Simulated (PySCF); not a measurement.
Vertical excitations of a molecule C₂H₇BClN from PySCF with TDA-CAM-B3LYP/def2-SVPD, as energy in eV (oscillator strength): 6.95 (0.020), 7.16 (0.354), 7.22 (0.003), 7.86 (0.000), 8.16 (0.013), 8.22 (0.055), 8.61 (0.005), 8.75 (0.015), 8.80 (0.055), 8.84 (0.004). Lowest triplet (TDA): 5.36 eV. Geometry: B3LYP-D3(BJ)/def2-SVP. One conformer was computed; it need not be the lowest.

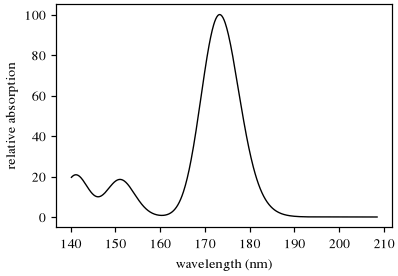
Figure: The lines broadened by 0.4 eV.

Problem. Which structure fits?
A. CNB(C)Cl
B. CCB(N)Cl
C. CN(C)BCl

Solution. C, CN(C)BCl
